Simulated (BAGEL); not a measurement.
**FCI/STO-3G (density fitting with qzvpp-jkfit) run of [BCl2]+ (SMILES Cl[B+]Cl)**

Aim: the vertical singlet–triplet gap of [BCl2]+ at FCI/STO-3G (density fitting with qzvpp-jkfit), from 2 runs. 

The results are computed with BAGEL 1.2.2.

1 further run of the same task is left out (it didn't finish). Runs told in other sessions of the task aren't counted.

## (1) Starting point

The species is [BCl2]+ (3 atoms), meant as a singlet with charge +1. As SMILES, `Cl[B+]Cl`. The shape is that of a GFN2-xTB optimisation.

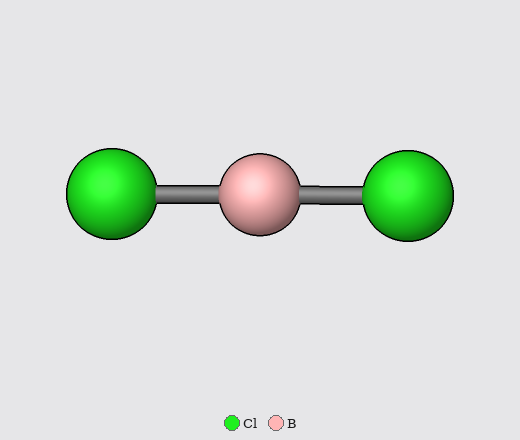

Viewed from a chosen angle; chlorine green, boron pink.

## (2) A single-point energy at FCI/STO-3G (density fitting with qzvpp-jkfit)

The input, input.json:

```json
{ "bagel" : [

{
  "title" : "molecule",
  "basis" : "sto-3g",
  "df_basis" : "qzvpp-jkfit",
  "angstrom" : true,
  "geometry" : [
    { "atom" : "Cl", "xyz" : [      -1.238380,       0.766480,      -0.591300 ] },
    { "atom" : "B", "xyz" : [       0.000740,       0.001360,       0.000550 ] },
    { "atom" : "Cl", "xyz" : [       1.237640,      -0.767840,       0.590740 ] }
  ]
},

{ "title" : "hf", "charge" : 1 },

{ "title" : "fci", "nstate" : 1, "charge" : 1, "ncore" : 11 }

]}
```

Command:

```bash
$ BAGEL_NUM_THREADS=1 BAGEL input.json > input.out
```

The program printed:

```text
* using 1 threads per process

  ===============================================================
  ===============================================================

  *** Geometry ***

  { "atom" : "Cl", "xyz" : [     -2.340199,      1.448437,     -1.117395 ] },
  { "atom" : "B", "xyz" : [      0.001398,      0.002570,      0.001039 ] },
  { "atom" : "Cl", "xyz" : [      2.338801,     -1.451007,      1.116337 ] },

  Number of auxiliary basis functions:      331

  Since a DF basis is specified, we compute 2- and 3-index integrals:
    o Being stored without compression. Storage requirement is 0.001 GB

  Number of basis functions:       23
  Number of electrons      :       39

    * METHOD: MOLECULE                             0.06

  *** RHF ***

  === Nuclear Repulsion ===
   105.8835218632

      * DIIS with orbital gradients will be used.

  === RHF iteration (sto-3g) ===
      0       -933.13695154          0.02411813           0.01
      1       -933.24511927          0.01211513           0.01
      2       -933.27004013          0.00084963           0.01
      3       -933.27026712          0.00009766           0.01
      4       -933.27027140          0.00002691           0.01
      5       -933.27027169          0.00000229           0.01
      6       -933.27027170          0.00000025           0.01
      7       -933.27027170          0.00000002           0.01
      8       -933.27027170          0.00000000           0.01
    * SCF iteration converged.

    * Permanent dipole moment:
           (   -0.002099,    -0.002897,    -0.001464) a.u.

    * METHOD: HF                                   0.10

  ---------------------------
        FCI calculation
  ---------------------------

  Performs exactly the same way as Knowles & Handy 1984 CPL

  o alpha-beta strings
      length:           990
  o size of the space
      determinant space:  245025
      spin-adapted space: 70785

  o single displacement lists (alpha)
      length:         19800
  o single displacement lists (beta)
      length:         19800

     guess   0:   closed 11111111....         open ............

  === FCI iteration ===

      0  0      -933.27027170     7.59e-04      0.35
      1  0      -933.34395794     3.73e-04      0.35
      2  0      -933.35707391     1.53e-04      0.35
      3  0      -933.35925004     6.94e-05      0.35
      4  0      -933.35956478     2.69e-05      0.35
      5  0      -933.35962139     1.39e-05      0.35
      6  0      -933.35963254     4.84e-06      0.35
      7  0      -933.35963419     2.25e-06      0.35
      8  0      -933.35963445     8.52e-07      0.35
      9  0      -933.35963449     3.33e-07      0.35
     10  0      -933.35963449     9.99e-08      0.36
     11  0      -933.35963450     3.67e-08      0.36
     12  0      -933.35963450     1.43e-08      0.36
     13  0      -933.35963450     4.69e-09      0.35
     14  0      -933.35963450     1.67e-09      0.36
     15  0      -933.35963450     5.72e-10      0.36
     16  0      -933.35963450     2.08e-10      0.36
     17  0 *    -933.35963450     8.38e-11      0.32

     * ci vector, state   0, <S^2> = -0.0000
       22222222....    -0.9649048813
       22222.222...     0.0571339226
       2222.222.2..     0.0571333694

    * METHOD: FCI                                  6.43

  ===============================================================
```

Run time: 6.9 s. Hardware: 1 thread of Arm Neoverse V1, shared host; peak memory 0.4 GiB.

## (3) The triplet at the same level

The input, job.json:

```json
{ "bagel": [

{
  "title": "molecule",
  "basis": "sto-3g",
  "df_basis": "qzvpp-jkfit",
  "angstrom": true,
  "geometry": [
    { "atom": "Cl", "xyz": [      -1.238380,       0.766480,      -0.591300 ] },
    { "atom": "B", "xyz": [       0.000740,       0.001360,       0.000550 ] },
    { "atom": "Cl", "xyz": [       1.237640,      -0.767840,       0.590740 ] }
  ]
},

{
  "title": "hf",
  "charge": 1
},

{
  "title": "fci",
  "nstate": 1,
  "charge": 1,
  "ncore": 11,
  "nspin": 2
}

]}
```

Command:

```bash
$ BAGEL_NUM_THREADS=1 BAGEL job.json > job.out
```

The program printed:

```text
* using 1 threads per process

  ===============================================================
  ===============================================================

  *** Geometry ***

  { "atom" : "Cl", "xyz" : [     -2.340199,      1.448437,     -1.117395 ] },
  { "atom" : "B", "xyz" : [      0.001398,      0.002570,      0.001039 ] },
  { "atom" : "Cl", "xyz" : [      2.338801,     -1.451007,      1.116337 ] },

  Number of auxiliary basis functions:      331

  Since a DF basis is specified, we compute 2- and 3-index integrals:
    o Being stored without compression. Storage requirement is 0.001 GB

  Number of basis functions:       23
  Number of electrons      :       39

    * METHOD: MOLECULE                             0.06

  *** RHF ***

  === Nuclear Repulsion ===
   105.8835218632

      * DIIS with orbital gradients will be used.

  === RHF iteration (sto-3g) ===
      0       -933.13695154          0.02411813           0.01
      1       -933.24511927          0.01211513           0.01
      2       -933.27004013          0.00084963           0.01
      3       -933.27026712          0.00009766           0.01
      4       -933.27027140          0.00002691           0.01
      5       -933.27027169          0.00000229           0.01
      6       -933.27027170          0.00000025           0.01
      7       -933.27027170          0.00000002           0.01
      8       -933.27027170          0.00000000           0.01
    * SCF iteration converged.

    * Permanent dipole moment:
           (   -0.002099,    -0.002897,    -0.001464) a.u.

    * METHOD: HF                                   0.10

  ---------------------------
        FCI calculation
  ---------------------------

  Performs exactly the same way as Knowles & Handy 1984 CPL

  o alpha-beta strings
      length:          1012
  o size of the space
      determinant space:  174240
      spin-adapted space: 113256

  o single displacement lists (alpha)
      length:          7920
  o single displacement lists (beta)
      length:         33264

     guess   0:   closed 1111111.....         open .......11...

  === FCI iteration ===

      0  0      -932.95849660     1.00e-03      0.25
      1  0      -933.05181901     4.83e-04      0.24
      2  0      -933.07045786     1.98e-04      0.24
      3  0      -933.07319887     8.61e-05      0.25
      4  0      -933.07369251     4.61e-05      0.25
      5  0      -933.07392558     3.75e-05      0.25
      6  0      -933.07409212     3.74e-05      0.24
      7  0      -933.07437349     6.02e-05      0.24
      8  0      -933.07514162     9.65e-05      0.23
      9  0      -933.07594972     7.20e-05      0.23
     10  0      -933.07622472     3.44e-05      0.24
     11  0      -933.07628140     1.45e-05      0.23
     12  0      -933.07629162     6.84e-06      0.23
     13  0      -933.07629400     2.91e-06      0.24
     14  0      -933.07629448     1.21e-06      0.24
     15  0      -933.07629457     5.25e-07      0.24
     16  0      -933.07629458     2.44e-07      0.24
     17  0      -933.07629459     1.12e-07      0.24
     18  0      -933.07629459     5.85e-08      0.24
     19  0      -933.07629459     3.86e-08      0.24
    ** throwing out 1 trial vectors **
     20  0      -933.07629459     3.15e-08      0.24
    ** throwing out 1 trial vectors **
     21  0      -933.07629459     2.68e-08      0.24
    ** throwing out 1 trial vectors **
     22  0      -933.07629459     1.49e-08      0.24
    ** throwing out 1 trial vectors **
     23  0      -933.07629459     6.44e-09      0.24
    ** throwing out 1 trial vectors **
     24  0      -933.07629459     2.90e-09      0.24
    ** throwing out 1 trial vectors **
     25  0      -933.07629459     1.37e-09      0.24
    ** throwing out 1 trial vectors **
     26  0      -933.07629459     6.75e-10      0.24
    ** throwing out 1 trial vectors **
     27  0      -933.07629459     4.00e-10      0.24
    ** throwing out 1 trial vectors **
     28  0      -933.07629459     2.40e-10      0.26
    ** throwing out 1 trial vectors **
     29  0      -933.07629459     1.32e-10      0.25
    ** throwing out 1 trial vectors **
     30  0 *    -933.07629459     6.22e-11      0.24

     * ci vector, state   0, <S^2> = 2.0000
       2222222aa...     0.6754606100
       222222a2.a..    -0.6752093757
       22222ab2aa..     0.0766000139
       2222a22baa..     0.0765653410
       22a2222aa.b.    -0.0569611592
       22a222a2.ab.     0.0569428439
       2222a22aab..    -0.0532005071
       22222aa2ba..     0.0531879293
       222b2a22a.a.     0.0527358864
       222ba222.aa.     0.0527178840

    * METHOD: FCI                                  7.55

  ===============================================================
```

Wall time 8.1 s (1 thread of Arm Neoverse V1, shared host); peak memory 0.31 GiB.

## (4) Results

At FCI/STO-3G (density fitting with qzvpp-jkfit), 11 core orbitals frozen:

| quantity | value |
| --- | --- |
| singlet: total energy | -933.35963 Eh |
| triplet: total energy | -933.07629 Eh |
| vertical energy of the triplet above the singlet | 7.710 eV |

**Reading.** At this shape the triplet lies 7.71 eV (744 kJ/mol) above the singlet. In a minimal basis such a difference can be off by several eV, whatever the method.
